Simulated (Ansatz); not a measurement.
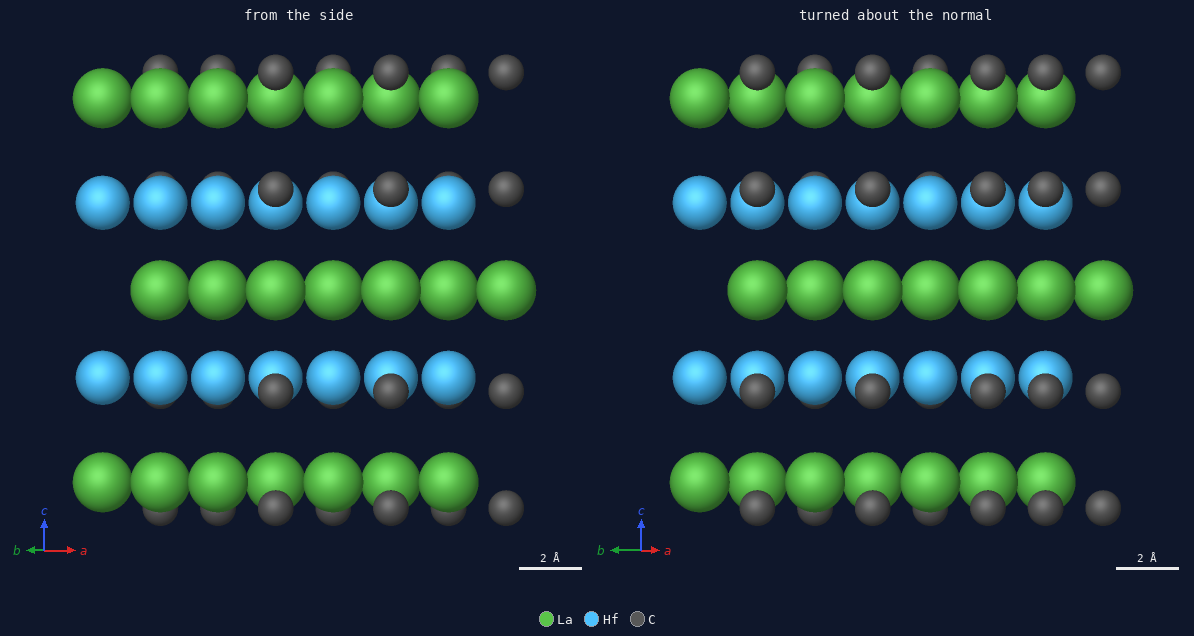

A spheres-only picture of a periodic slab, seen from the side and turned about the normal. The surface normal points up in side views; the vacuum is left out. 3×3 cells are drawn in the plane, with atoms at the edges repeated.

The cell holds 3 La, 2 Hf, 4 C.

Question: Name the terminations.

Answer: The top face ends in C, the bottom face in C. The two faces are alike.

Question: How far apart are the outermost atoms along the normal?

Answer: About 14 Å from the lowest to the highest atom.

Its origin is a structure type filled with these elements by a generator (whether the compound takes this form wasn't checked). Relaxation method: DFT PBE, scalar-relativistic, plane waves, PAW in Ansatz 0.2.0.
